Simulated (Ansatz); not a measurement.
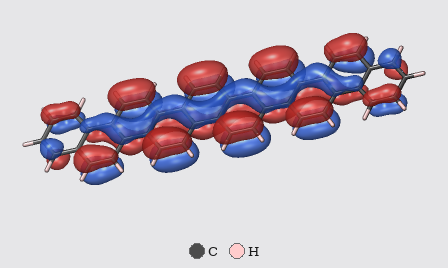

Figure. C42H24 (SMILES c1ccc2c(c1)ccc1c2ccc2c1ccc1c2ccc2c3ccc4c5ccc6ccccc6c5ccc4c3ccc12). The HOMO at ±0.04 Å⁻³ᐟ² (red and blue are the two phases), seen at a tilt.

Geometry: r2SCAN-D4/def2-SVP.

Computed with Ansatz 0.2.0, RKS PBE0-D4/def2-SVP.

The calculation's input:

```
crystal:
  periodic: [false, false, false]
  atoms:
    - {symbol: C, position_ang: [-11.145056, -0.167556, -0.026013]}
    - {symbol: C, position_ang: [-10.512409, -0.943071, 0.966929]}
    - {symbol: C, position_ang: [-9.130340, -0.986060, 1.051404]}
    - {symbol: C, position_ang: [-8.312508, -0.258763, 0.150990]}
    - {symbol: C, position_ang: [-8.961757, 0.526034, -0.854019]}
    - {symbol: C, position_ang: [-10.376611, 0.554356, -0.920514]}
    - {symbol: C, position_ang: [-8.165231, 1.269294, -1.775196]}
    - {symbol: C, position_ang: [-6.798247, 1.245604, -1.715702]}
    - {symbol: C, position_ang: [-6.101589, 0.477137, -0.730218]}
    - {symbol: C, position_ang: [-6.861996, -0.277751, 0.206577]}
    - {symbol: C, position_ang: [-6.161337, -1.038793, 1.182724]}
    - {symbol: C, position_ang: [-4.790032, -1.060458, 1.239223]}
    - {symbol: C, position_ang: [-3.990482, -0.321420, 0.322931]}
    - {symbol: C, position_ang: [-4.654985, 0.454295, -0.670240]}
    - {symbol: C, position_ang: [-3.851684, 1.193462, -1.585833]}
    - {symbol: C, position_ang: [-2.481201, 1.172610, -1.530266]}
    - {symbol: C, position_ang: [-1.778698, 0.410224, -0.553635]}
    - {symbol: C, position_ang: [-2.542951, -0.343301, 0.380929]}
    - {symbol: C, position_ang: [-1.840547, -1.105713, 1.357421]}
    - {symbol: C, position_ang: [-0.469718, -1.126836, 1.412623]}
    - {symbol: C, position_ang: [0.331736, -0.387443, 0.496640]}
    - {symbol: C, position_ang: [1.778727, -0.409540, 0.554620]}
    - {symbol: C, position_ang: [2.481311, -1.172710, 1.530602]}
    - {symbol: C, position_ang: [3.851803, -1.193839, 1.585857]}
    - {symbol: C, position_ang: [4.655024, -0.453851, 0.670827]}
    - {symbol: C, position_ang: [6.101666, -0.476940, 0.730446]}
    - {symbol: C, position_ang: [6.798468, -1.246289, 1.715166]}
    - {symbol: C, position_ang: [8.165463, -1.270516, 1.774013]}
    - {symbol: C, position_ang: [8.961883, -0.527266, 0.852734]}
    - {symbol: C, position_ang: [10.376758, -0.556629, 0.918161]}
    - {symbol: C, position_ang: [11.145036, 0.165051, 0.023317]}
    - {symbol: C, position_ang: [10.512261, 0.941615, -0.968698]}
    - {symbol: C, position_ang: [9.130149, 0.985760, -1.052009]}
    - {symbol: C, position_ang: [8.312494, 0.258596, -0.151365]}
    - {symbol: C, position_ang: [6.861917, 0.278543, -0.205951]}
    - {symbol: C, position_ang: [6.161149, 1.041105, -1.180846]}
    - {symbol: C, position_ang: [4.789845, 1.063058, -1.236954]}
    - {symbol: C, position_ang: [3.990450, 0.322810, -0.321500]}
    - {symbol: C, position_ang: [2.542893, 0.344504, -0.379563]}
    - {symbol: C, position_ang: [1.840505, 1.107029, -1.355962]}
    - {symbol: C, position_ang: [0.469690, 1.127867, -1.411323]}
    - {symbol: C, position_ang: [-0.331736, 0.388288, -0.495470]}
    - {symbol: H, position_ang: [-12.236628, -0.138673, -0.086418]}
    - {symbol: H, position_ang: [-11.115418, -1.515947, 1.677151]}
    - {symbol: H, position_ang: [-8.674539, -1.596961, 1.832484]}
    - {symbol: H, position_ang: [-10.850655, 1.161819, -1.697881]}
    - {symbol: H, position_ang: [-8.671692, 1.866270, -2.539836]}
    - {symbol: H, position_ang: [-6.236015, 1.831499, -2.443410]}
    - {symbol: H, position_ang: [-6.718614, -1.626703, 1.913391]}
    - {symbol: H, position_ang: [-4.315638, -1.665046, 2.012849]}
    - {symbol: H, position_ang: [-4.324417, 1.798831, -2.359704]}
    - {symbol: H, position_ang: [-1.928069, 1.762107, -2.262140]}
    - {symbol: H, position_ang: [-2.393555, -1.695196, 2.089389]}
    - {symbol: H, position_ang: [0.004565, -1.731974, 2.185913]}
    - {symbol: H, position_ang: [1.928196, -1.762876, 2.261950]}
    - {symbol: H, position_ang: [4.324670, -1.800133, 2.358922]}
    - {symbol: H, position_ang: [6.236302, -1.832383, 2.442759]}
    - {symbol: H, position_ang: [8.672088, -1.868079, 2.538093]}
    - {symbol: H, position_ang: [10.850959, -1.164747, 1.694915]}
    - {symbol: H, position_ang: [12.236638, 0.135306, 0.082815]}
    - {symbol: H, position_ang: [11.115181, 1.514430, -1.679039]}
    - {symbol: H, position_ang: [8.674137, 1.597221, -1.832520]}
    - {symbol: H, position_ang: [6.718350, 1.629969, -1.910790]}
    - {symbol: H, position_ang: [4.315279, 1.668856, -2.009517]}
    - {symbol: H, position_ang: [2.393446, 1.696839, -2.087706]}
    - {symbol: H, position_ang: [-0.004659, 1.733100, -2.184493]}
basis:
  gaussian: {orbitals: def2-SVP, fitting: {mean_field: def2-universal-jkfit}, initial_orbitals: start.molden}
hamiltonian: {xc: pbe0, dispersion: d4}
scf: {omitted_lower_state_checks: [starts]}
output: {forces: true, orbitals: {seedname: orbitals}}
```

Command:

```sh
ansatz run in.yaml --threads 2 --pin off --events-out ev --progress --plain --max-ram 22528MiB --backend cuda --devices 0, --max-vram 18GiB
```

Q: Describe this orbital and give its energy.

A: No atom holds more than about 10 % of it (Hirshfeld); by element the shares are C 95 % and H 5 %; it changes sign across the molecular plane (π type); it is ungerade (odd under inversion). Its energy is −5.83 eV.
